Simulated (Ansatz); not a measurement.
**NaLaF4 (P1): the host for defect calculations**

Aim: the runs on the perfect crystal NaLaF4 (P1) that a defect calculation needs first.

Main program and level: Ansatz 0.2.0; plane-wave PAW DFT, PBEsol; relaxation of the host's cell and atoms, in the first sound run; inputs show where later runs differ.

## 1. Set-up

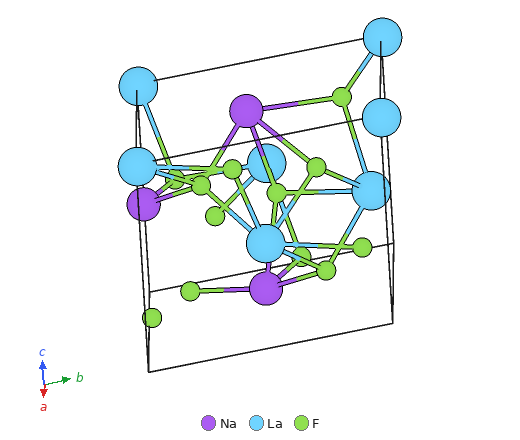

The starting structure, seen slightly off an axis (sodium purple, lanthanum blue, fluorine green). Bonds to atoms that aren't drawn are left out. Some periodic images of atoms are drawn too.

## 2. Host cell relaxation

Lattice and positions are set free, within the symmetry that the program keeps.

cell/input.yaml

```yaml
crystal:
  lattice:
    - [6.1277535, 0.0, 0.0]
    - [3.0416108, 6.5165016, 0.0]
    - [3.0570628, 2.062057, 6.1944495]
  atoms:
    - { symbol: Na, position: [0.66692345, 0.48824176, 0.15947592] }
    - { symbol: Na, position: [0.66262903, 0.01365395, 0.67445775] }
    - { symbol: Na, position: [0.32994909, 0.44415044, 0.89281178] }
    - { symbol: La, position: [0.00447564, 0.00572611, 0.98957254] }
    - { symbol: La, position: [0.9962428, 0.50547921, 0.49894889] }
    - { symbol: La, position: [0.33685686, 0.93046277, 0.39816322] }
    - { symbol: F, position: [0.58618368, 0.71963085, 0.65686559] }
    - { symbol: F, position: [0.59429622, 0.17927944, 0.19113096] }
    - { symbol: F, position: [0.37721418, 0.01301793, 0.01868736] }
    - { symbol: F, position: [0.37250658, 0.54771388, 0.49120954] }
    - { symbol: F, position: [0.02912051, 0.2850556, 0.3093965] }
    - { symbol: F, position: [0.04102433, 0.82705837, 0.75916024] }
    - { symbol: F, position: [0.26143505, 0.62924041, 0.1215253] }
    - { symbol: F, position: [0.28019489, 0.13765086, 0.61739732] }
    - { symbol: F, position: [0.74816487, 0.25175755, 0.74169177] }
    - { symbol: F, position: [0.75728395, 0.73800197, 0.22257009] }
    - { symbol: F, position: [0.98535404, 0.38903697, 0.87888128] }
    - { symbol: F, position: [0.97014383, 0.89484093, 0.37805095] }
basis:
  ecutwfc: 420
  xc_grid: 2
hamiltonian:
  xc: pbesol
kpoints:
  mp_grid: { grid: [5, 5, 5] }
scf:
  occupations: { method: fixed }
  max_iter: 100
relax:
  f_tol: 0.005
  max_steps: 60
  cell: {}
output:
  forces: true
  stress: true
checkpoint:
  write: "../cell.run"
  compress: false
  write_wavefunctions: false
  write_every: 100000
```

Launch:

```bash
> ansatz run input.yaml --threads 4 --pin off --max-ram 7536MiB --backend cpu --events-out ev --progress --plain --runs-dir out
```

Numbers of over 12 decimals in the logs are rounded to 6 here.

What it wrote:

```text
[... repeated set-up lines and file paths are left out, and long positions are rounded to six places ...]
Engine: ansatz 0.2.0, x86_64-unknown-linux-gnu
Pseudopotentials: kind: paw
Pseudopotential: Na, paw, valence charge 9, recommended cutoff 420 eV (normal), Na.paw.azcp
Pseudopotential: La, paw, valence charge 11, recommended cutoff 420 eV (normal), La.paw.azcp
Pseudopotential: F, paw, valence charge 7, recommended cutoff 420 eV (normal), F.paw.azcp
Functional definition: PBEsol
  exchange = pbesol_x
  correlation = pbesol_c
Crystal: 18 atoms, lattice volume = 247.354 Å³
Basis set: ecut = 420 eV, 4819 PW (Γ), exchange–correlation on 90×100×100 points (8 copies of the dense FFT grid, shifted against one another)
Bands: 90, of which v1, the nominal top of the filled ones, is band 72 counted from 1 (71 counted from 0)
Symmetry: 1 space group operations
Space group: P1 (ITA 1), of the structure as read, at distance tolerance 6.3e-5 Å
k-points: 63 of 125 (time reversal used)
Non-local potential: Na, projectors of the file, l = 0: 3, l = 1: 2, l = 2: 1
Non-local potential: La, projectors of the file, l = 0: 3, l = 1: 2, l = 2: 2, l = 3: 3
Non-local potential: F, projectors of the file, l = 0: 2, l = 1: 2, l = 2: 1
PAW form: soft (Blöchl's): semilocal exchange-correlation on the pseudo side does not see the compensation charge
PAW frozen core: Na, regenerated for the run's functional, and the local potential with it (the file was generated under x = pbe(κ = 0.804, μ = 0.219515), c = pbe(β = 0.066725))
PAW frozen core: La, regenerated for the run's functional, and the local potential with it (the file was generated under x = pbe(κ = 0.804, μ = 0.219515), c = pbe(β = 0.066725))
PAW frozen core: F, regenerated for the run's functional, and the local potential with it (the file was generated under x = pbe(κ = 0.804, μ = 0.219515), c = pbe(β = 0.066725))
PAW one-centre angular grid: Na, 110 points (default); XC on 64 Gauss nodes
PAW one-centre angular grid: La, 590 points (default); XC on 64 Gauss nodes
PAW one-centre angular grid: F, 110 points (default); XC on 64 Gauss nodes
Initial density: superposition of atomic densities (neutral atoms: chi_scale 0, normalization atom), corrected by the library's trained network
Initial wavefunctions: pseudopotential atomic-orbital guess
Functional: x = pbesol(κ = 0.804, μ = 0.123457), c = pbesol(β = 0.046)
SCF iter   1: F=—  HF=-32549.734768 eV  |F-HF|=—  |Δ(HF+E_count)|=         —  Δρ=1.43e-2  dr2=3.23e-1  ethr=1.77e-3  ⟨swp⟩=3.0  Hψ=16795  notcnv=0  defer=67
preconditioner: auto → Resta (q_TF=auto, 2.493 Å⁻¹)  ε∞=4.1  [insulator: Δε(μ)=6.254 eV  Ē_g=15.812 eV  n_scr=60 (ndim 8)  ℏωp=27.7 eV  f_vac=0.085  ε∞_Penn≈4.1]
SCF iter   2: F=—  HF=-32549.648741 eV  |F-HF|=—  |Δ(HF+E_count)|=   8.60e-2  Δρ=2.95e-3  dr2=9.81e-3  ethr=2.25e-4  ⟨swp⟩=3.0  Hψ=10673  notcnv=0  defer=910
SCF iter   3: F=—  HF=-32549.647755 eV  |F-HF|=—  |Δ(HF+E_count)|=   9.86e-4  Δρ=9.99e-4  dr2=2.17e-3  ethr=6.81e-6  ⟨swp⟩=3.0  Hψ=10032  notcnv=0  defer=995
SCF iter   4: F=—  HF=-32549.648397 eV  |F-HF|=—  |Δ(HF+E_count)|=   6.42e-4  Δρ=3.12e-4  dr2=1.59e-4  ethr=1.51e-6  ⟨swp⟩=2.2  Hψ=10100  notcnv=0  defer=1004
SCF iter   5: F=—  HF=-32549.648428 eV  |F-HF|=—  |Δ(HF+E_count)|=   3.09e-5  Δρ=1.27e-4  dr2=3.03e-5  ethr=1.11e-7  ⟨swp⟩=2.0  Hψ=9766  notcnv=0  defer=158
SCF iter   6: F=—  HF=-32549.648431 eV  |F-HF|=—  |Δ(HF+E_count)|=   3.43e-6  Δρ=5.11e-5  dr2=5.14e-6  ethr=2.10e-8  ⟨swp⟩=2.0  Hψ=9795  notcnv=0  defer=80
SCF iter   7: F=—  HF=-32549.648432 eV  |F-HF|=—  |Δ(HF+E_count)|=   5.46e-7  Δρ=1.19e-5  dr2=4.75e-7  ethr=3.57e-9  ⟨swp⟩=2.0  Hψ=9876  notcnv=0  defer=81
SCF iter   8: F=-32549.648432 eV  HF=-32549.648432 eV  |F-HF|=2.64e-8  |Δ(HF+E_count)|=   2.18e-7  Δρ=5.60e-6  dr2=5.82e-8  ethr=6.94e-11  ⟨swp⟩=4.0  Hψ=19334  notcnv=0
SCF 1 converged in 8 iterations: F = -32549.648432 eV  dr2 = 5.82e-8
  greatest PAW one-centre occupation: 0.999 electrons in one spin orbital (limit 2), on the Na atom at site 1 (counted from 0), in its partial waves of l = 0
relax step   1: F+E_penalty+E_count = -32549.64843174 eV  Δ(F+E_penalty+E_count) = +0.000e0 eV  max|allowed force component| = 1.606e-1 eV/Å  Δτ_max = 0.0000 Å  P = -0.640 GPa  Ω = 247.354 Å³  (8 SCF iters, dr2 threshold 1.00e-7 eV, accepted)
[... the SCF cycles and remarks between the steps are left out from here to the last step ...]
relax step   2: F+E_penalty+E_count = -32549.66174458 eV  Δ(F+E_penalty+E_count) = -1.331e-2 eV  max|allowed force component| = 1.115e-1 eV/Å  Δτ_max = 0.0403 Å  P = +1.404 GPa  Ω = 245.126 Å³  energy of the carried Pulay correction = +8.489e-3 eV  (7 SCF iters, dr2 threshold 1.80e-6 eV, accepted)
relax step   3: F+E_penalty+E_count = -32549.66922385 eV  Δ(F+E_penalty+E_count) = -7.479e-3 eV  max|allowed force component| = 2.417e-2 eV/Å  Δτ_max = 0.0130 Å  P = +0.140 GPa  Ω = 247.365 Å³  energy of the carried Pulay correction = -4.271e-5 eV  (5 SCF iters, dr2 threshold 1.80e-6 eV, accepted)
relax step   4: F+E_penalty+E_count = -32549.66790834 eV  Δ(F+E_penalty+E_count) = +1.316e-3 eV  max|allowed force component| = 3.504e-2 eV/Å  Δτ_max = 0.0585 Å  P = -0.024 GPa  Ω = 248.019 Å³  energy of the carried Pulay correction = -2.522e-3 eV  (8 SCF iters, dr2 threshold 8.28e-8 eV, accepted)
relax step   5: F+E_penalty+E_count = -32549.66894427 eV  Δ(F+E_penalty+E_count) = -1.036e-3 eV  max|allowed force component| = 5.070e-3 eV/Å  Δτ_max = 0.0242 Å  P = +0.003 GPa  Ω = 247.915 Å³  energy of the carried Pulay correction = -2.127e-3 eV  (7 SCF iters, dr2 threshold 7.67e-8 eV, accepted)
relax step   6: F+E_penalty+E_count = -32549.66890326 eV  Δ(F+E_penalty+E_count) = +4.101e-5 eV  max|allowed force component| = 6.654e-4 eV/Å  Δτ_max = 0.0019 Å  P = +0.000 GPa  Ω = 247.929 Å³  energy of the carried Pulay correction = -2.179e-3 eV  (7 SCF iters, dr2 threshold 1.61e-9 eV, accepted)
relax step   7: F+E_penalty+E_count = -32549.67176261 eV  Δ(F+E_penalty+E_count) = -2.859e-3 eV  max|allowed force component| = 6.598e-4 eV/Å  Δτ_max = 0.0000 Å  P = +0.022 GPa  Ω = 247.929 Å³  stress off target by 6.04e-2 GPa  SCF on the basis re-selected at this cell (its energy is not comparable with the rows above)  (5 SCF iters)
relax step   8: F+E_penalty+E_count = -32549.67148053 eV  Δ(F+E_penalty+E_count) = +2.821e-4 eV  max|allowed force component| = 4.668e-4 eV/Å  Δτ_max = 0.0009 Å  P = +0.002 GPa  Ω = 248.023 Å³  energy of the carried Pulay correction = -3.594e-4 eV  (5 SCF iters, dr2 threshold 9.12e-9 eV, accepted)
iter 1 solved again at ethr=1.28e-7 eV; its pass at ethr=3.10e-3 eV (dr2=1.84e-4 eV) is discarded
SCF iter   1: F=—  HF=-32549.671856 eV  |F-HF|=—  |Δ(HF+E_count)|=         —  Δρ=2.91e-5  dr2=7.07e-8  ethr=1.28e-7  ⟨swp⟩=3.0  Hψ=31608  notcnv=0  defer=1008
eigensolver tolerance schedule: the retry pair's looser diagonalisation over-reported the residual by 2602.59 of it (diagonalisation noise at 0.12 of the residual, at the tolerance the schedule requests for it); [...]
SCF iter   2: F=—  HF=-32549.671869 eV  |F-HF|=—  |Δ(HF+E_count)|=   1.32e-5  Δρ=1.48e-5  dr2=2.00e-8  ethr=4.91e-11  ⟨swp⟩=2.8  Hψ=11013  notcnv=0  defer=759
SCF iter   3: F=—  HF=-32549.671877 eV  |F-HF|=—  |Δ(HF+E_count)|=   7.39e-6  Δρ=2.06e-6  dr2=5.65e-9  ethr=1.39e-11  ⟨swp⟩=2.0  Hψ=9768  notcnv=0  defer=759
SCF iter   4: F=—  HF=-32549.671877 eV  |F-HF|=—  |Δ(HF+E_count)|=   1.69e-8  Δρ=3.22e-7  dr2=3.50e-10  ethr=3.93e-12  ⟨swp⟩=2.0  Hψ=9752  notcnv=0  defer=759
SCF iter   5: F=-32549.671877 eV  HF=-32549.671877 eV  |F-HF|=4.84e-10  |Δ(HF+E_count)|=  2.55e-10  Δρ=1.75e-7  dr2=7.24e-11  ethr=1.00e-12  ⟨swp⟩=4.0  Hψ=19309  notcnv=0
SCF 9 converged in 5 iterations: F = -32549.671877 eV  dr2 = 7.24e-11
relax step   9: F+E_penalty+E_count = -32549.67187668 eV  Δ(F+E_penalty+E_count) = -3.961e-4 eV  max|allowed force component| = 4.747e-4 eV/Å  Δτ_max = 0.0000 Å  P = +0.004 GPa  Ω = 248.023 Å³  stress off target by 1.00e-2 GPa  SCF on the basis re-selected at this cell (its energy is not comparable with the rows above)  (5 SCF iters)
basis re-selected at this cell: Δ(F+E_penalty+E_count) = -3.961e-4 eV, ΔP = +0.001 GPa vs the last step (what re-selecting the basis moved, of the pressure what is left beyond the Pulay correction that the steps carried, after the strain that the cell walked [...]
SCF converged after 5 iterations
Free energy (F): -32549.671877 eV
Harris-Foulkes:  -32549.671877 eV  (|F-HF|=4.84e-10)
Internal energy: -32549.671877 eV  (E = F + TS)
E sigma→0 (E₀):  -32549.671877 eV
Fermi energy:    3.813727 eV
--- Per-component energies (eV) ---
  E_band       = -1012.151920
  E_kinetic    = 3418.785752
  E_local      = -11042.177374  (includes V_loc(G=0)·N_el)
  E_nonlocal   = 1524.900393
  E_hartree    = 4002.902273
  E_xc         = -1480.302231
  E_vxc        = -1815.940634  (∫ρ·V_xc dr)
  E_paw        = -19071.133050  (= ΣΔE_a)
  E_vpaw       = -1103.548997  (= ΣTr[D̂ρ^β])
  E_aug_tail   = 0.024521  (compensation charges beyond the density's cutoff)
  E_ewald      = -9903.854081
  E_core_change = 1.181921  (= ΣΔE_core)
  E_smearing   = -0.000000  (= −TS)
  E_closure    = 0.000000  (closes the sum)
  Σ components = -32549.671877   (vs F -32549.671877, Δ=0.00e0)
--- Forces (eV/Å), atoms counted from 1 ---
  atom   1  Na    -0.00007485     0.00033077     0.00008372
  atom   2  Na     0.00005313    -0.00016536    -0.00021176
  atom   3  Na     0.00008800     0.00005511     0.00006873
  atom   4  La    -0.00017797    -0.00045066     0.00047524
  atom   5  La     0.00009163     0.00022025    -0.00018612
  atom   6  La     0.00006442     0.00012026     0.00010745
  atom   7  F     -0.00023387    -0.00005614    -0.00028667
  atom   8  F     -0.00013375     0.00008622    -0.00014293
  atom   9  F      0.00013801     0.00019531    -0.00012271
  atom  10  F      0.00003644     0.00017671    -0.00016520
  atom  11  F      0.00012483    -0.00019183    -0.00031121
  atom  12  F      0.00017364     0.00008866    -0.00029171
  atom  13  F      0.00002890    -0.00010703     0.00011330
  atom  14  F      0.00000699    -0.00004709     0.00018545
  atom  15  F      0.00003574    -0.00006461     0.00020553
  atom  16  F      0.00004297    -0.00002496     0.00023270
  atom  17  F     -0.00002088     0.00000752     0.00019570
  atom  18  F     -0.00024320    -0.00018067     0.00006083
  max |Σ_I F_I| component: 1.03e-5 eV/Å
--- Stress (GPa, compression-positive) ---
        0.009035       0.000724      -0.000019
        0.000724       0.004012       0.008189
       -0.000019       0.008189      -0.002153
  P = ⅓ Tr σ = 0.0036 GPa (0.036 kbar)
--- Relaxed structure (7 steps of the walk, 7 accepted, 2 SCFs on fresh bases) ---
  F+E_penalty+E_count = -32549.67187668 eV   max|allowed force component| = 4.747e-4 eV/Å   (the final SCF, on the basis selected at the relaxed cell)
  cell:  # Å, volume = 248.0226 Å³
    - [6.156356, 0.00352456, -0.000974186]
    - [3.059556, 6.523196, 0.034302]
    - [3.071533, 2.098447, 6.188353]
  atoms:
    - { symbol: Na, position: [0.666475, 0.484908, 0.163840] }
    - { symbol: Na, position: [0.663074, 0.008599, 0.678294] }
    - { symbol: Na, position: [0.329547, 0.438855, 0.897904] }
    - { symbol: La, position: [0.003722, 0.006364, 0.989543] }
    - { symbol: La, position: [0.996859, 0.506512, 0.497499] }
    - { symbol: La, position: [0.336174, 0.930722, 0.398946] }
    - { symbol: F, position: [0.589790, 0.718497, 0.651563] }
    - { symbol: F, position: [0.595038, 0.176701, 0.187732] }
    - { symbol: F, position: [0.370010, 0.015762, 0.021567] }
    - { symbol: F, position: [0.366704, 0.551258, 0.491111] }
    - { symbol: F, position: [0.036496, 0.287662, 0.307361] }
    - { symbol: F, position: [0.045113, 0.828131, 0.760183] }
    - { symbol: F, position: [0.258760, 0.631935, 0.122013] }
    - { symbol: F, position: [0.280482, 0.137826, 0.616895] }
    - { symbol: F, position: [0.752777, 0.250521, 0.738240] }
    - { symbol: F, position: [0.755440, 0.740182, 0.223018] }
    - { symbol: F, position: [0.981874, 0.388918, 0.877095] }
    - { symbol: F, position: [0.971663, 0.896648, 0.377192] }
```

Elapsed: 2.3 min, on 4 threads of Intel Xeon 6975P-C (Granite Rapids), shared host; peak memory 1.4 GiB.

Step by step:

| step | energy less that of the first step (eV) | largest force component (eV/Å) | pressure (GPa) | volume (Å³) |
| --- | --- | --- | --- | --- |
| 1 | 0.0000 | 0.1606 | -0.64 | 247.35 |
| 2 | -0.0133 | 0.1115 | 1.40 | 245.13 |
| 3 | -0.0208 | 0.0242 | 0.14 | 247.37 |
| 4 | -0.0195 | 0.0350 | -0.02 | 248.02 |
| 5 | -0.0205 | 0.0051 | 0.00 | 247.92 |
| 6 | -0.0205 | 0.0007 | 0.00 | 247.93 |
| 7 | -0.0233 | 0.0007 | 0.02 | 247.93 |
| 8 | -0.0230 | 0.0005 | 0.00 | 248.02 |
| 9* | -0.0234 | 0.0005 | 0.00 | 248.02 |

Relaxation steps marked * repeat the geometry before them on a plane-wave basis chosen anew for their cell, so energy and pressure can jump there. The log counts 2 steps on a newly chosen plane-wave basis, not all of them marked here; energy and pressure can jump at such steps.

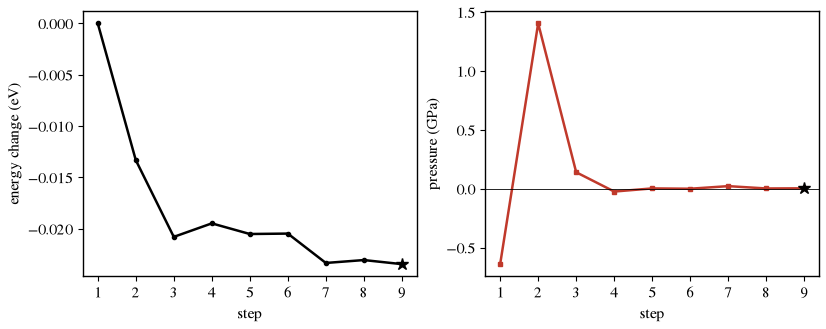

Energy and pressure along the relaxation. Stars mark steps on a basis chosen anew.

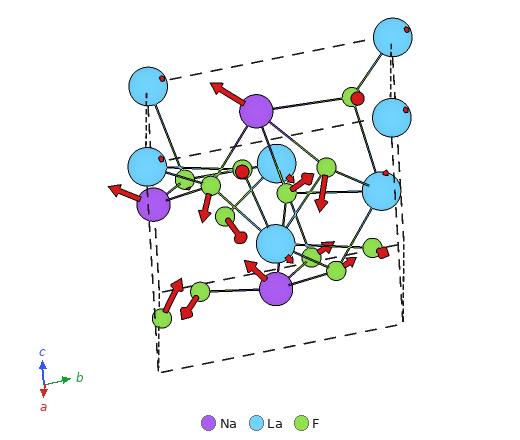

Displacements in the relaxation, exaggerated, measured against the changing cell; the longest in the cell stands for 0.05 Å. Bonds to atoms that aren't drawn are left out. Some periodic images of atoms are drawn too.

| cell as run | before | after | change |
| --- | --- | --- | --- |
| a (Å) | 6.128 | 6.156 | +0.5 % |
| b (Å) | 7.191 | 7.205 | +0.2 % |
| c (Å) | 7.209 | 7.220 | +0.2 % |
| α (°) | 63.99 | 63.39 | -0.9 % |
| β (°) | 64.91 | 64.82 | -0.1 % |
| γ (°) | 64.98 | 64.84 | -0.2 % |
| volume (Å³/atom) | 13.74 | 13.78 | +0.3 % |

The atoms that moved most (Å, as changes of fractional coordinates times the final cell):

| atom | dx | dy | dz | length |
| --- | --- | --- | --- | --- |
| F11 | 0.047 | 0.013 | -0.013 | 0.050 |
| F9 | -0.027 | 0.024 | 0.018 | 0.040 |
| Na3 | -0.003 | -0.024 | 0.031 | 0.039 |
| F7 | 0.002 | -0.019 | -0.033 | 0.038 |
| F8 | -0.014 | -0.024 | -0.021 | 0.035 |
| Na2 | -0.001 | -0.025 | 0.024 | 0.034 |
| F10 | -0.025 | 0.023 | 0.000 | 0.034 |
| F12 | 0.032 | 0.009 | 0.006 | 0.034 |

This step gave:

```yaml
pressure: 0.003631 GPa
```

The relaxation ends with a largest force component of 4.7e-4 eV/Å and a pressure of 0.00 GPa.

(Continued in part 2 of 4.)

[Logs are printed without paths, hosts, clocks, repeated set-up lines and the standing remarks that a program may print on its own settings, such as how far it seeks lower states.]

[Hosts, paths, dates, database ids (printed as entryN), source tags and the programs' standing remarks are cut or masked in the printed files.]

[Runs of the host that timed out are not shown.]

[For some hosts the program warned that the k-mesh of the response run may be too coarse for force constants and the static dielectric constant; such warnings are not always shown.]
